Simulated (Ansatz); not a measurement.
The starting structures come from a database of crystals and need not be the phases stable at ambient conditions.

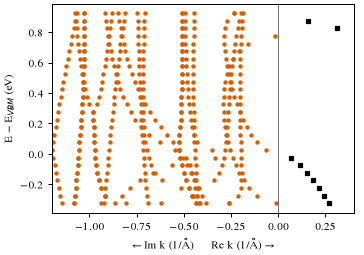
Fig. 1. Complex bands at the centre of the two-dimensional zone; PBEsol (Ansatz, a program for electronic structure)

No gap correction and no spin-orbit coupling; mid-gap values are interpolated between computed energies.

This is Cs$_{2}$Pd(IBr$_{2}$)$_{2}$ (I4/mmm, not sure to be the ambient phase, 9 atoms a cell, 38.4 Å³ an atom, -2 GPa at this level) along the normal of (110). Read off the slowest decay at the centre of the two-dimensional zone at 0.33 eV, the computed energy nearest the middle of the gap.

κ ≈ 0.20 1/Å, a decay length 1/(2κ) of the density of 2.5 Å.
